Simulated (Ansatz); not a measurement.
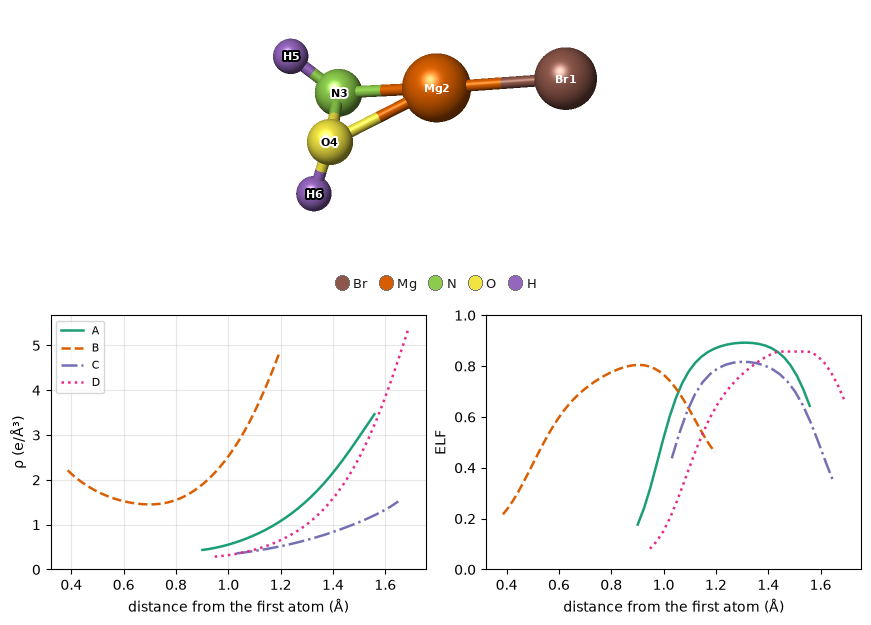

BrH2MgNO. Electron density and electron localisation function along straight lines between neighbouring atoms. The curves leave out the atomic cores. The structure is drawn too.

Geometry: B3LYP-D3(BJ)/def2-SVP.

All numbers below come from isolated molecule in a Gaussian basis; Kohn-Sham density functional theory, functional PBE0 (Ansatz 0.2.0).

```xyz
6

Br   -3.2883    1.4732    1.3934
Mg   -1.5207    0.3313    0.3322
N    -0.3038   -0.8390   -0.6397
O     0.2494    0.6019   -0.6646
H     0.4951   -1.3706   -0.2852
H     0.3787    0.8023   -1.6027
```

Q: Which curve belongs to which contact (Mg–Br, Mg–N, Mg–O and N–O)? The first atom named is at distance zero.

A: Curve A: Mg–N (1.95 Å): the density is about 0.51 e/Å³ at the midpoint; the ELF peaks at about 0.90 in the valence shell of N, 0.6 Å from its nucleus, and falls to about 0.05 next to Mg; an ionic contact with no shared pair. Curve B: N–O (1.54 Å): ρ at the midpoint is about 1.5 e/Å³; the ELF peaks at about 0.80 between the atoms: a covalent bond. Curve C: Mg–Br (2.36 Å): ρ is about 0.49 e/Å³ halfway; the ELF peaks at about 0.80 in the valence shell of Br, 1.1 Å from its nucleus, and falls to about 0.05 next to Mg: a closed-shell, largely ionic contact. Curve D: Mg–O (2.05 Å): the density is about 0.34 e/Å³ at the midpoint; the ELF peaks at about 0.85 in the valence shell of O, 0.6 Å from its nucleus, and is about 0.20 at the midpoint: a closed-shell, largely ionic contact.
